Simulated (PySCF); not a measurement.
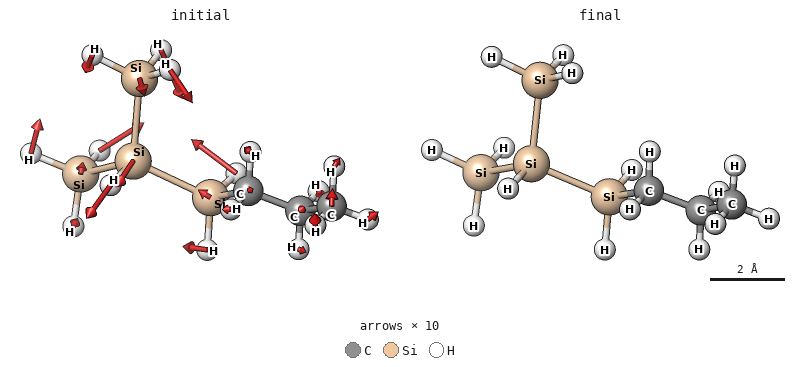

The structure of C$_{3}$H$_{16}$Si$_{4}$ before (left) and after (right) a relaxation, at one scale. The red arrows give the displacements, magnified 10 times.

Style: ball-and-stick. Shown at a tilt.

The start comes from GFN2-xTB. Its atoms were then displaced at random by about 0.01 Å.

Level of theory: PySCF 2.14.0, density-fitted response routines, PBE0-D3(BJ)/def2-SVP geometry optimisation, gas phase. 

**Describe what moved and what it gained.**

The energy falls by 5.90 kcal/mol in 4 geometry steps. An H atom moves most after the best rigid fit: 0.18 Å. Largest moves by element: H 0.18 Å, Si 0.12 Å, C 0.05 Å. Near-neighbour distances that change, for instance: C–H 1.057 → 1.101 Å, H–Si 1.454 → 1.497 Å, Si–Si 2.307 → 2.342 Å, C–Si 1.860 → 1.890 Å. Among the angles between lasting bonds that change: Si–Si–Si 112.9° → 109.2°, Si–Si–H 105.0° → 108.6°, H–Si–H 104.9° → 108.6°. Cost: 2.9 min on 1 thread of Arm Neoverse N1, on a shared host.
